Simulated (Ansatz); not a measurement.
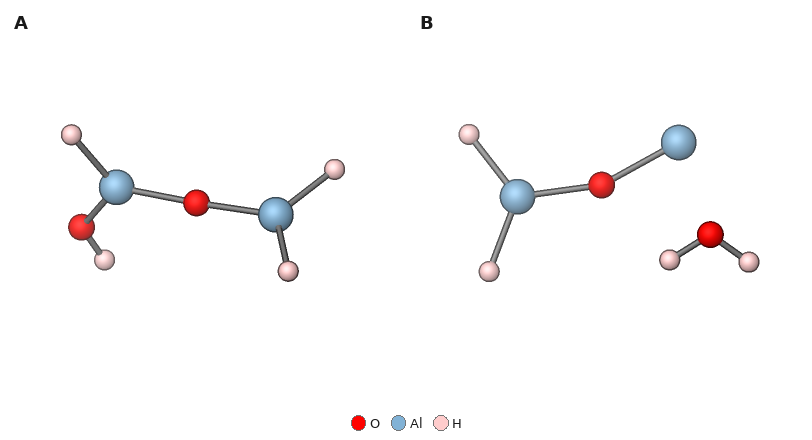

2 stationary structures of one formula. Geometries: PBE0-D4/def2-TZVP. Electronic energies: RHF-CCSD(T) (frozen core)/def2-TZVPP (Ansatz 0.2.0), without zero-point energy. No frequency run is at hand to confirm each as a minimum. Each is one conformer, not always the lowest.

Rank them by energy, lowest first.

Answer. A is lowest (Cs); B lies 1.748 eV above it (C1).
